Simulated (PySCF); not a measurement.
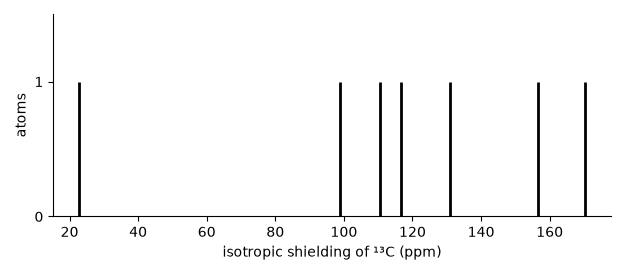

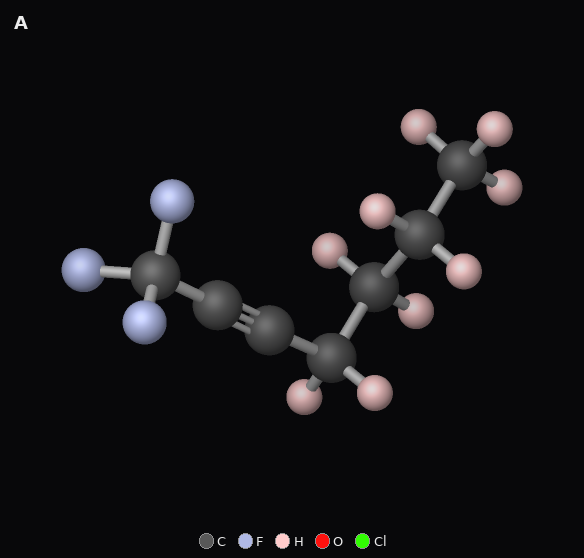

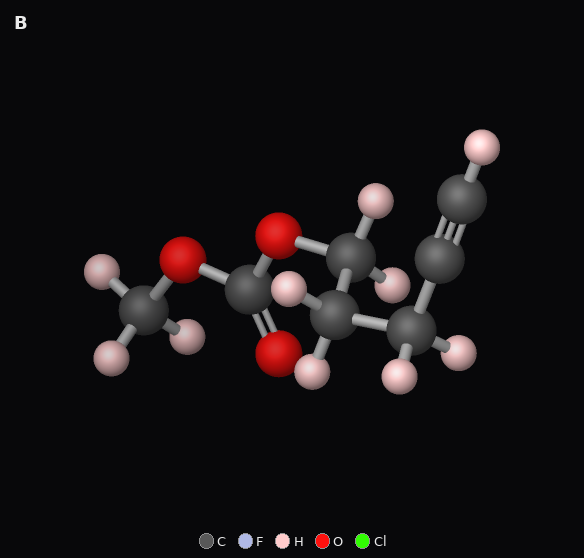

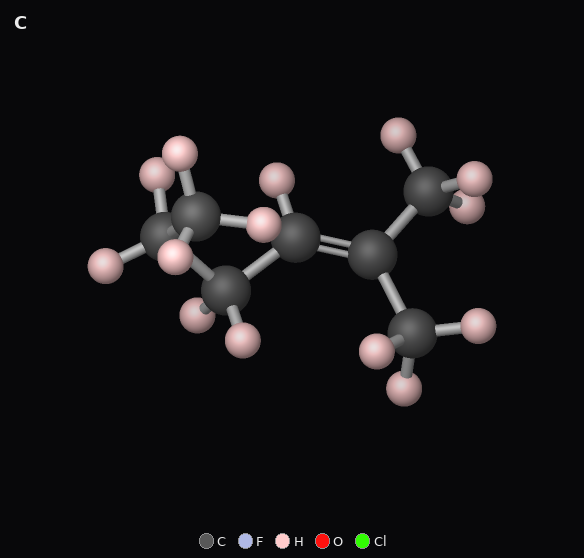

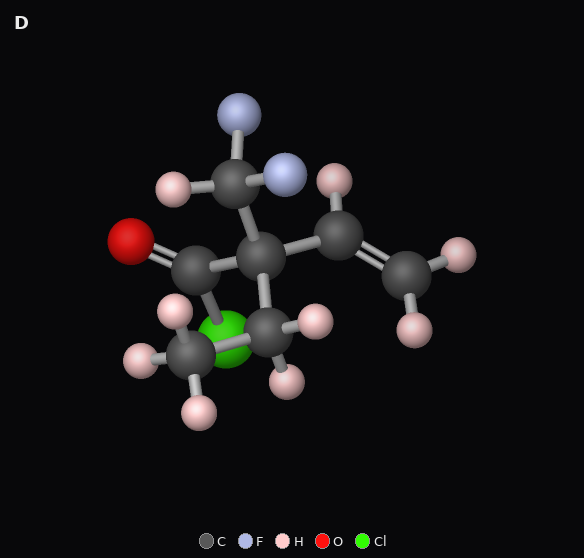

The sticks are computed shieldings of one of the molecules, for one fixed geometry (GFN2-xTB) without averaging over rotations. Low shielding means a high chemical shift. Method: GIAO PBE0/pcSseg-1 NMR shielding, non-relativistic, gas phase (PySCF 2.14.0).

Question: Match the spectrum to a structure.

Answer: B, `C#CCCCOC(=O)OC`. Its 7 C atoms give lines at 22.6, 98.8, 110.6, 116.7, 130.9, 156.7, 170.4 ppm.
